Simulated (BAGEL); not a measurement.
# Si2H5OF (SMILES F[SiH2]O[SiH3]) at HF/3-21G (density fitting with qzvpp-jkfit)

What is the energy change on altering one bond length of Si2H5OF at HF/3-21G (density fitting with qzvpp-jkfit)? 

The results are computed with BAGEL 1.2.2.

1 further run of the same task is left out (set aside as unsound or not needed). Runs told in other sessions of the task aren't counted.

## 1. The system as given

Si2H5OF has 9 atoms, charge 0, and is taken as a singlet. SMILES: `F[SiH2]O[SiH3]`. The shape is that of a PBE0-D4/def2-TZVP optimisation. This is one conformer, not always the lowest.

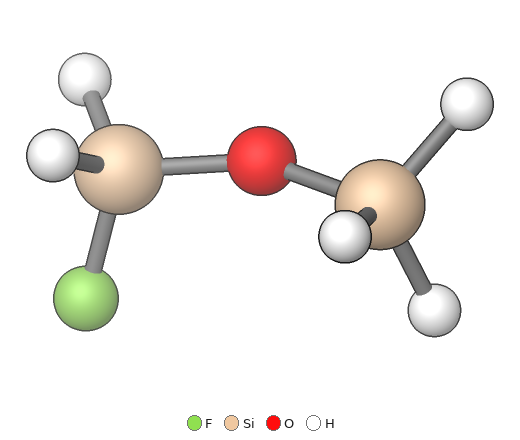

Viewed from a chosen angle; fluorine green, silicon light orange, oxygen red, hydrogen white.

## 2. The energy at HF/3-21G (density fitting with qzvpp-jkfit)

File input.json:

```json
{ "bagel": [

{
  "title": "molecule",
  "basis": "3-21g",
  "df_basis": "qzvpp-jkfit",
  "angstrom": true,
  "geometry": [
    { "atom": "F", "xyz": [   -1.694000,    1.210500,   -1.272300 ] },
    { "atom": "Si", "xyz": [   -0.171500,    1.320100,   -0.812600 ] },
    { "atom": "O", "xyz": [    0.351200,   -0.127900,   -0.321100 ] },
    { "atom": "Si", "xyz": [    0.285400,   -1.347000,    0.774900 ] },
    { "atom": "H", "xyz": [    0.623200,    1.737300,   -1.984500 ] },
    { "atom": "H", "xyz": [   -0.123700,    2.293600,    0.301100 ] },
    { "atom": "H", "xyz": [    1.618500,   -1.993000,    0.825600 ] },
    { "atom": "H", "xyz": [   -0.738800,   -2.335100,    0.357400 ] },
    { "atom": "H", "xyz": [   -0.061900,   -0.805000,    2.114200 ] }
  ]
},
{ "title": "hf" },
{ "title": "print", "file": "orbitals.molden", "orbitals": true }

]}
```

The run is started by

```console
$ BAGEL_NUM_THREADS=1 BAGEL input.json > input.out
```

Log:

```text
* using 1 threads per process

  ===============================================================
  ===============================================================

  *** Geometry ***

  { "atom" : "F", "xyz" : [     -3.201196,      2.287513,     -2.404299 ] },
  { "atom" : "Si", "xyz" : [     -0.324088,      2.494627,     -1.535591 ] },
  { "atom" : "O", "xyz" : [      0.663672,     -0.241696,     -0.606791 ] },
  { "atom" : "Si", "xyz" : [      0.539328,     -2.545461,      1.464349 ] },
  { "atom" : "H", "xyz" : [      1.177677,      3.283021,     -3.750161 ] },
  { "atom" : "H", "xyz" : [     -0.233759,      4.334276,      0.568997 ] },
  { "atom" : "H", "xyz" : [      3.058522,     -3.766224,      1.560158 ] },
  { "atom" : "H", "xyz" : [     -1.396130,     -4.412699,      0.675388 ] },
  { "atom" : "H", "xyz" : [     -0.116974,     -1.521230,      3.995259 ] },

  Number of auxiliary basis functions:      500

  Since a DF basis is specified, we compute 2- and 3-index integrals:
    o Being stored without compression. Storage requirement is 0.012 GB

  Number of basis functions:       54
  Number of electrons      :       50

    * METHOD: MOLECULE                             0.13

  *** RHF ***

  === Nuclear Repulsion ===
   231.1779326507

      * DIIS with orbital gradients will be used.

  === RHF iteration (3-21g) ===
      0       -751.02449190          0.02607906           0.03
      1       -751.13852786          0.01600525           0.03
      2       -751.18820270          0.00113949           0.03
      3       -751.18871434          0.00048683           0.03
      4       -751.18876834          0.00005875           0.03
      5       -751.18877059          0.00001577           0.03
      6       -751.18877076          0.00000288           0.03
      7       -751.18877076          0.00000050           0.03
      8       -751.18877076          0.00000016           0.03
      9       -751.18877076          0.00000005           0.03
     10       -751.18877076          0.00000001           0.03
     11       -751.18877076          0.00000000           0.03
    * SCF iteration converged.

    * Permanent dipole moment:
           (   -0.461372,    -0.014513,    -0.468861) a.u.

    * METHOD: HF                                   0.44

    * METHOD: PRINT                                0.01

  ===============================================================
```

Run time: 0.78 s. Hardware: 1 thread of AMD EPYC 9R45 (Zen 5), shared host.

## 3. The distorted shape at the same level

File input.json:

```json
{ "bagel": [

{
  "title": "molecule",
  "basis": "3-21g",
  "df_basis": "qzvpp-jkfit",
  "angstrom": true,
  "geometry": [
    { "atom": "F", "xyz": [      -0.464929,       2.396250,      -0.771287 ] },
    { "atom": "Si", "xyz": [       1.057571,       2.505850,      -0.311587 ] },
    { "atom": "O", "xyz": [       1.580271,       1.057850,       0.179913 ] },
    { "atom": "Si", "xyz": [       1.514471,      -0.161250,       1.275913 ] },
    { "atom": "H", "xyz": [       1.852271,       2.923050,      -1.483487 ] },
    { "atom": "H", "xyz": [       1.105371,       3.479350,       0.802113 ] },
    { "atom": "H", "xyz": [       2.847571,      -0.807250,       1.326613 ] },
    { "atom": "H", "xyz": [      -0.738800,      -2.335100,       0.357400 ] },
    { "atom": "H", "xyz": [       1.167171,       0.380750,       2.615213 ] }
  ]
},

{ "title": "hf" },

{ "title": "print", "file": "orbitals.molden", "orbitals": true }

]}
```

The run is started by

```console
$ BAGEL_NUM_THREADS=1 BAGEL input.json > input.out
```

Log:

```text
* using 1 threads per process

  ===============================================================
  ===============================================================

  *** Geometry ***

  { "atom" : "F", "xyz" : [     -0.878588,      4.528256,     -1.457521 ] },
  { "atom" : "Si", "xyz" : [      1.998520,      4.735370,     -0.588814 ] },
  { "atom" : "O", "xyz" : [      2.986279,      1.999047,      0.339986 ] },
  { "atom" : "Si", "xyz" : [      2.861935,     -0.304718,      2.411126 ] },
  { "atom" : "H", "xyz" : [      3.500285,      5.523764,     -2.803384 ] },
  { "atom" : "H", "xyz" : [      2.088848,      6.575019,      1.515774 ] },
  { "atom" : "H", "xyz" : [      5.381129,     -1.525481,      2.506935 ] },
  { "atom" : "H", "xyz" : [     -1.396130,     -4.412699,      0.675388 ] },
  { "atom" : "H", "xyz" : [      2.205634,      0.719513,      4.942036 ] },

  Number of auxiliary basis functions:      500

  Since a DF basis is specified, we compute 2- and 3-index integrals:
    o Being stored without compression. Storage requirement is 0.012 GB

  Number of basis functions:       54
  Number of electrons      :       50

    * METHOD: MOLECULE                             0.13

  *** RHF ***

  === Nuclear Repulsion ===
   226.9084557898

      * DIIS with orbital gradients will be used.

  === RHF iteration (3-21g) ===
      0       -750.78341084          0.02663007           0.03
      1       -750.93347584          0.01588204           0.03
      2       -750.98973238          0.00106412           0.03
      3       -750.99032597          0.00034594           0.03
      4       -750.99037233          0.00009479           0.03
      5       -750.99037689          0.00002257           0.03
      6       -750.99037718          0.00000869           0.03
      7       -750.99037722          0.00000174           0.03
      8       -750.99037723          0.00000046           0.03
      9       -750.99037723          0.00000018           0.03
     10       -750.99037723          0.00000004           0.03
     11       -750.99037723          0.00000001           0.03
     12       -750.99037723          0.00000001           0.03
    * SCF iteration converged.

    * Permanent dipole moment:
           (   -1.121116,    -0.771124,    -0.675591) a.u.

    * METHOD: HF                                   0.48

    * METHOD: PRINT                                0.01

  ===============================================================
```

Wall time 0.82 s (1 thread of AMD EPYC 9R45 (Zen 5), shared host).

## 4. What came out

At HF/3-21G (density fitting with qzvpp-jkfit):

| quantity | value |
| --- | --- |
| first shape: total energy | -751.18877 Eh |
| first shape: dipole moment | 1.67 D |
| first shape: HOMO energy | -12.28 eV |
| first shape: LUMO energy | 4.19 eV |
| first shape: HOMO–LUMO gap | 16.47 eV |
| distorted shape: total energy | -750.99038 Eh |
| distorted shape: dipole moment | 3.86 D |
| distorted shape: HOMO energy | -7.79 eV |
| distorted shape: LUMO energy | -0.67 eV |
| distorted shape: HOMO–LUMO gap | 7.12 eV |
| energy change with the Si4–H8 bond stretched from 1.483 to 3.263 Å | 5.399 eV |

What this shows: One bond (distorted shape) is far stretched, which a spin-restricted single reference describes badly; a broken-symmetry solution may lie lower. With the Si4–H8 bond stretched from 1.483 to 3.263 Å the energy rises by 5.40 eV (521 kJ/mol). The first shape isn't relaxed at this level, so the change isn't measured from a minimum. A restricted reference can't describe the breaking bond well at this length.
